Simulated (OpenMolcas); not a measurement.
# C3F6 (hexafluoropropylene), step by step

Wanted: a single-point energy (HF/ANO-RCC-MB), then a single-point energy (CASSCF(2,2)/ANO-RCC-VDZP), then an energy scan (CASPT2(2,2)/ANO-RCC-VDZP), then the energy along one coordinate (SC-NEVPT2(2,2)/ANO-RCC-VDZP), then the energy along one coordinate (MC-PDFT[tPBE](2,2)/ANO-RCC-VDZP) of C3F6 (hexafluoropropylene). 

The results are computed with OpenMolcas 26.06.

### 1 The structure to begin with

C3F6: 9 atoms, total charge 0, spin state singlet. SMILES: `FC(F)=C(F)C(F)(F)F`. Geometry: relaxed at PBE0-D4/def2-TZVP.

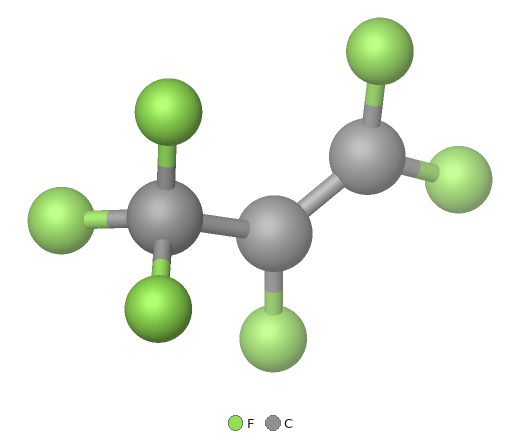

Viewed from a chosen angle; fluorine green, carbon grey.

### 2 A single-point energy at HF/ANO-RCC-MB (DKH2) (run 1)

File geom.xyz:

```xyz
9

F      2.023520    -0.271130     0.593250
C      1.311770    -0.079850    -0.478440
F      2.048190    -0.035240    -1.552840
C     -0.006940     0.057990    -0.514960
F     -0.607110     0.248910    -1.687470
C     -0.955770     0.025720     0.641250
F     -1.850240    -0.954150     0.485310
F     -1.637730     1.171760     0.718770
F     -0.325700    -0.164010     1.795120
```

File step1.input:

```
* C3F6 Hartree-Fock
>>> EXPORT MOLCAS_PRINT=2
&GATEWAY
Coord = geom.xyz
Basis = ANO-RCC-MB
Group = NoSym
&SEWARD
&SCF
PrOrbitals = 0
&LOCALISATION
Occupied
Freeze
Pipek-Mezey
&LOCALISATION
FileOrb = $Project.LocOrb
Virtual
Pipek-Mezey
```

Started as:

```bash
$ export MOLCAS_MEM=1860
$ pymolcas step1.input > step1.log
```

The program printed:

```text
--- Start Module: gateway ---
[...]
--- Stop Module: gateway /rc=_RC_ALL_IS_WELL_ ---
[...]
      Basis functions           45
[...]
       Convergence after  11 Iterations
[...]
::    Total SCF energy                               -710.3375000925
[...]
      Total spin, S                                     0.0000000000
[...]
      Total electronic charge=   72.000000
      Total            charge=   -0.000000
[...]
      Dipole Moment (debye):
      Origin of the operator (angstrom)=   -0.0163   -0.0002    0.0164
                   X=  9.2559E-01               Y= -7.2966E-02               Z= -1.8452E-01           Total=  9.4662E-01
      Quadrupole Moment (debye*angstrom):
[...]
--- Start Module: localisation ---
[...]
--- Stop Module: localisation /rc=_RC_ALL_IS_WELL_ ---
--- Start Module: localisation ---
[...]
--- Stop Module: localisation /rc=_RC_ALL_IS_WELL_ ---
[...]
```

Wall time 7.2 s (1 thread of Arm Neoverse V1, shared host); peak memory 0.41 GiB.

### 3 The energy at CASSCF(2,2)/ANO-RCC-VDZP (DKH2, RICD fitting) (run 2)

geom.xyz is that of step 2.

File step2.input:

```
* C3F6 CASSCF
>>> EXPORT MOLCAS_PRINT=2

&GATEWAY
 Coord
 geom.xyz
 Basis
 ANO-RCC-MB
 Group
 NoSym

&SEWARD

&RASSCF
 FileOrb
 $CurrDir/step1.LocOrb
 Alter
 2
 1 26 36
 1 37 40
 Spin
 1
 Nactel
 2 0 0
 Inactive
 35
 Ras2
 2
 OrbListing
 Nothing
>>> COPY $Project.RunFile RUNFIL1
>>> COPY $Project.RasOrb INPORB

&GATEWAY
 Coord
 geom.xyz
 Basis
 ANO-RCC-VDZP
 Group
 NoSym
 RICD

&SEWARD
>>> COPY $Project.RunFile RUNFIL2

&EXPBAS

&RASSCF
 FileOrb
 $Project.ExpOrb
 Spin
 1
 Nactel
 2 0 0
 Inactive
 35
 Ras2
 2
 OrbListing
 Nothing
```

Started as:

```bash
$ export MOLCAS_MEM=1860
$ pymolcas step2.input > step2.log
```

The program printed:

```text
--- Start Module: gateway ---
[...]
--- Stop Module: gateway /rc=_RC_ALL_IS_WELL_ ---
[...]
      Basis functions           45
[...]
      Number of active orbitals                  2
[...]
      Spin quantum number                      0.0
[...]
      Active orbitals                            2
[...]
      Number of CSFs                             3
[...]
      Number of root(s) required                 1
[...]
      Convergence after  9 iterations
[...]
      printout of CI-coefficients larger than  0.05 for root  1
      energy=    -710.355141
      conf/sym  11     Coeff  Weight
             1  20   0.99525 0.99053
             3  02  -0.09731 0.00947
      Natural orbitals and occupation numbers for root  1
      sym 1:   1.981062   0.018938
      ************************************************************************************************************************
      *                                                    Final results                                                     *
[...]
::    RASSCF root number  1 Total energy:   -710.35514136
[...]
      Basis functions          126
[...]
--- Start Module: expbas ---
[...]
--- Stop Module: expbas /rc=_RC_ALL_IS_WELL_ ---
--- Start Module: rasscf ---
[...]
      Convergence after 13 iterations
[...]
      Natural orbitals and occupation numbers for root  1
      sym 1:   1.980606   0.019394
      ************************************************************************************************************************
      *                                                    Final results                                                     *
[...]
::    RASSCF root number  1 Total energy:   -711.03851554
[...]
      Total electronic charge=   72.000000
      Total            charge=   -0.000000
[...]
      Dipole Moment (debye):
      Origin of the operator (angstrom)=   -0.0163   -0.0002    0.0164
                   X=  1.2854E+00               Y= -1.2481E-01               Z= -4.6535E-02           Total=  1.2922E+00
      Quadrupole Moment (debye*angstrom):
[...]
--- Stop Module: rasscf /rc=_RC_ALL_IS_WELL_ ---
[...]
```

Run time: 25 s. Hardware: 1 thread of Arm Neoverse V1, shared host; peak memory 0.41 GiB.

### 4 An energy scan at CASPT2(2,2)/ANO-RCC-VDZP (DKH2, RICD fitting, ipea shift 0.25 Eh, pt2 variant SS) (run 3)

File step3.input:

```
>>> COPY $CurrDir/step2.RasOrb $Project.RasOrb
>>> ForEach K in (1, 2, 3, 4, 5, 6, 7, 8, 9)

&GATEWAY
  Coord
  $CurrDir/point$K.xyz
  Basis
  ANO-RCC-VDZP
  Group
  NoSym
  RICD

&SEWARD

&RASSCF
  FileOrb
  $Project.RasOrb
  Spin
  1
  Nactel
  2 0 0
  Inactive
  35
  Ras2
  2
  OrbListing
  Nothing

&CASPT2
  Imaginary
  0.2
  Frozen
  9
>>> EndDo
```

Started as:

```bash
$ export MOLCAS_MEM=1860
$ pymolcas step3.input > step3.log
```

The program printed:

```text
[...]
      Basis functions          126
[...]
      Number of active orbitals                  2
[...]
      Spin quantum number                      0.0
[...]
      Active orbitals                            2
[...]
      Number of CSFs                             3
[...]
      Number of root(s) required                 1
[...]
      Convergence after 12 iterations
[...]
      Natural orbitals and occupation numbers for root  1
      sym 1:   1.989204   0.010796
      ************************************************************************************************************************
      *                                                    Final results                                                     *
[...]
::    RASSCF root number  1 Total energy:   -711.01815795
[...]
::    CASPT2 Root  1     Total energy:   -712.50213124
[...]
      Convergence after 11 iterations
[...]
      Natural orbitals and occupation numbers for root  1
      sym 1:   1.980579   0.019421
      ************************************************************************************************************************
      *                                                    Final results                                                     *
[...]
      Convergence after 12 iterations
[...]
      Natural orbitals and occupation numbers for root  1
      sym 1:   1.627509   0.372491
      ************************************************************************************************************************
      *                                                    Final results                                                     *
[...]
      Convergence after 13 iterations
[...]
      Natural orbitals and occupation numbers for root  1
      sym 1:   1.360241   0.639759
      ************************************************************************************************************************
      *                                                    Final results                                                     *
[...]
      Convergence after 20 iterations
[...]
      Natural orbitals and occupation numbers for root  1
      sym 1:   1.144162   0.855838
      ************************************************************************************************************************
      *                                                    Final results                                                     *
[...]
::    RASSCF root number  1 Total energy:   -710.87862688
[...]
::    CASPT2 Root  1     Total energy:   -712.33248133
[...]
      Convergence after 29 iterations
[...]
::    RASSCF root number  1 Total energy:   -710.87819370
[...]
::    CASPT2 Root  1     Total energy:   -712.32925629
[...]
```

Run time: 3.7 min. Hardware: 1 thread of Arm Neoverse V1, shared host; peak memory 0.15 GiB.

The scan, from its lowest point:

```
C2–F1 (Å)  energy (kJ/mol)
    1.171             59.1
    1.301              0.0
    1.431             26.2
    1.626            122.5
    1.886            262.5
    2.211            393.4
    2.601            472.8
    3.122            504.6
    3.902            513.0
```

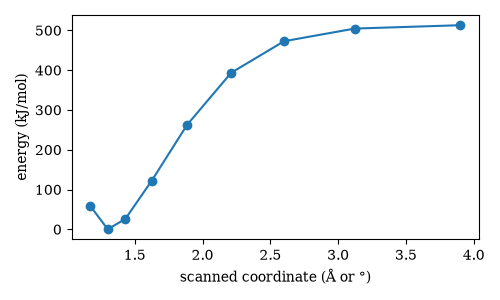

Energy along the scan.

### 5 An energy scan at SC-NEVPT2(2,2)/ANO-RCC-VDZP (DKH2, RICD fitting, pt2 variant SC-NEVPT2) (run 4)

File step4.inp:

```
* C3F6 NEVPT2
>>> COPY $CurrDir/step2.RasOrb $Project.RasOrb
>>> ForEach K in (1, 2, 3, 4, 5, 6, 7, 8, 9)
&GATEWAY
Coord=$CurrDir/point$K.xyz
Basis=ANO-RCC-VDZP
Group=NoSym
RICD
&SEWARD
&RASSCF
FileOrb=$Project.RasOrb
Spin=1
Nactel=2 0 0
Inactive=35
Ras2=2
OrbListing=Nothing
&CASPT2
SC-NEVPT2
Frozen=9
>>> EndDo
```

Started as:

```bash
$ export MOLCAS_MEM=1860
$ pymolcas step4.inp > step4.log
```

The program printed:

```text
[...]
      Basis functions          126
[...]
      Number of active orbitals                  2
[...]
      Spin quantum number                      0.0
[...]
      Active orbitals                            2
[...]
      Number of CSFs                             3
[...]
      Number of root(s) required                 1
[...]
      Convergence after 12 iterations
[...]
      printout of CI-coefficients larger than  0.05 for root  1
      energy=    -711.018158
      conf/sym  11     Coeff  Weight
             1  20   0.99730 0.99460
             3  02  -0.07347 0.00540
      Natural orbitals and occupation numbers for root  1
      sym 1:   1.989204   0.010796
      ************************************************************************************************************************
      *                                                    Final results                                                     *
[...]
::    RASSCF root number  1 Total energy:   -711.01815795
[...]
      E2 (Variational):          -1.4790101025
[...]
::    SC-NEVPT2 Root  1     Total energy:   -712.49708067
[...]
      Convergence after 11 iterations
[...]
      Natural orbitals and occupation numbers for root  1
      sym 1:   1.980579   0.019421
      ************************************************************************************************************************
      *                                                    Final results                                                     *
[...]
      Convergence after 12 iterations
[...]
      Natural orbitals and occupation numbers for root  1
      sym 1:   1.627509   0.372491
      ************************************************************************************************************************
      *                                                    Final results                                                     *
[...]
      Convergence after 13 iterations
[...]
      Natural orbitals and occupation numbers for root  1
      sym 1:   1.360241   0.639759
      ************************************************************************************************************************
      *                                                    Final results                                                     *
[...]
      Convergence after 20 iterations
[...]
::    RASSCF root number  1 Total energy:   -710.87862688
[...]
::    SC-NEVPT2 Root  1     Total energy:   -712.32494943
[...]
      Convergence after 29 iterations
[...]
::    RASSCF root number  1 Total energy:   -710.87819370
[...]
      E2 (Variational):          -1.4440811113
[...]
      Reference weight:           0.72868
[...]
::    SC-NEVPT2 Root  1     Total energy:   -712.32227481
[...]
```

Wall time 3.3 min (1 thread of Arm Neoverse V1, shared host); peak memory 0.15 GiB.

The scan, from its lowest point:

```csv
C2–F1 (Å),energy (kJ/mol)
1.171,65.2
1.301,0.0
1.431,21.7
1.626,117.7
1.886,265.2
2.211,406.0
2.601,487.2
3.122,517.1
3.902,524.2
```

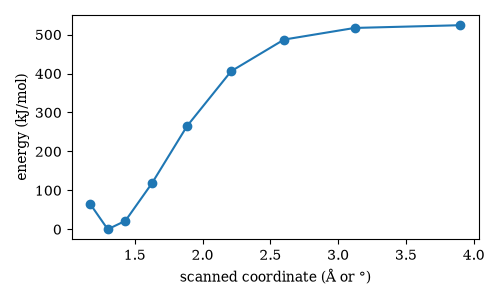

Energy along the scan.

### 6 The energy along one coordinate at MC-PDFT[tPBE](2,2)/ANO-RCC-VDZP (DKH2, RICD fitting) (run 5)

File step5.input:

```
>>> COPY $CurrDir/step2.RasOrb $Project.RasOrb
>>> ForEach K in (1, 2, 3, 4, 5, 6, 7, 8, 9)
&gateway
coord = $CurrDir/point$K.xyz
basis = ANO-RCC-VDZP
group = NoSym
ricd
&seward
&rasscf
fileorb = $Project.RasOrb
spin = 1
nactel = 2 0 0
inactive = 35
ras2 = 2
orblisting = Nothing
&mcpdft
ksdft = T:PBE
>>> EndDo
```

Started as:

```bash
$ export MOLCAS_MEM=1860
$ pymolcas step5.input > step5.log
```

The program printed:

```text
--- Start Module: gateway ---
[...]
      Basis functions          126
[...]
      Number of active orbitals                  2
[...]
      Spin quantum number                      0.0
[...]
      Active orbitals                            2
[...]
      Number of CSFs                             3
[...]
      Number of root(s) required                 1
[...]
      Convergence after 12 iterations
[...]
      printout of CI-coefficients larger than  0.05 for root  1
      energy=    -711.018158
      conf/sym  11     Coeff  Weight
             1  20   0.99730 0.99460
             3  02  -0.07347 0.00540
      Natural orbitals and occupation numbers for root  1
      sym 1:   1.989204   0.010796
      ************************************************************************************************************************
      *                                                    Final results                                                     *
[...]
::    RASSCF root number  1 Total energy:   -711.01815795
[...]
::    MCPDFT root number  1 Total energy:   -713.42694279
[...]
      Convergence after 11 iterations
[...]
      Natural orbitals and occupation numbers for root  1
      sym 1:   1.980579   0.019421
      ************************************************************************************************************************
      *                                                    Final results                                                     *
[...]
      Convergence after 12 iterations
[...]
      Natural orbitals and occupation numbers for root  1
      sym 1:   1.627509   0.372491
      ************************************************************************************************************************
      *                                                    Final results                                                     *
[...]
      Convergence after 13 iterations
[...]
      Natural orbitals and occupation numbers for root  1
      sym 1:   1.360241   0.639759
      ************************************************************************************************************************
      *                                                    Final results                                                     *
[...]
      Convergence after 20 iterations
[...]
::    RASSCF root number  1 Total energy:   -710.87862688
[...]
::    MCPDFT root number  1 Total energy:   -713.23688441
[...]
      Convergence after 29 iterations
[...]
::    RASSCF root number  1 Total energy:   -710.87819370
[...]
      Total electronic charge=   72.000000
      Total            charge=   -0.000000
[...]
::    MCPDFT root number  1 Total energy:   -713.23482178
[...]
```

Run time: 3.4 min. Hardware: 1 thread of Arm Neoverse V1, shared host; peak memory 0.087 GiB.

The scan, from its lowest point:

```csv
C2–F1 (Å),energy (kJ/mol)
1.171,59.0
1.301,0.0
1.431,26.2
1.626,124.5
1.886,275.0
2.211,428.5
2.601,524.0
3.122,558.0
3.902,563.5
```

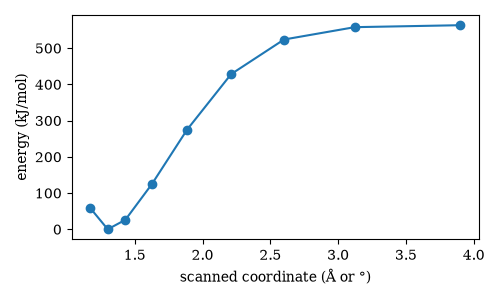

Energy along the scan.

### 7 Outcome

```
                                                         quantity          value
                               run 1, HF/ANO-RCC-MB: total energy  -710.33750 Eh
                              run 1, HF/ANO-RCC-MB: dipole moment         0.95 D
                                run 1, HF/ANO-RCC-MB: HOMO energy      -13.85 eV
                                run 1, HF/ANO-RCC-MB: LUMO energy        1.33 eV
                              run 1, HF/ANO-RCC-MB: HOMO–LUMO gap       15.18 eV
                    run 2, CASSCF(2,2)/ANO-RCC-VDZP: total energy  -711.03852 Eh
  run 2, CASSCF(2,2)/ANO-RCC-VDZP: dipole moment (CASSCF density)         1.29 D
       run 3, CASPT2(2,2)/ANO-RCC-VDZP: lowest energy of the scan  -712.52466 Eh
    run 4, SC-NEVPT2(2,2)/ANO-RCC-VDZP: lowest energy of the scan  -712.52192 Eh
run 5, MC-PDFT[tPBE](2,2)/ANO-RCC-VDZP: lowest energy of the scan  -713.44943 Eh
```
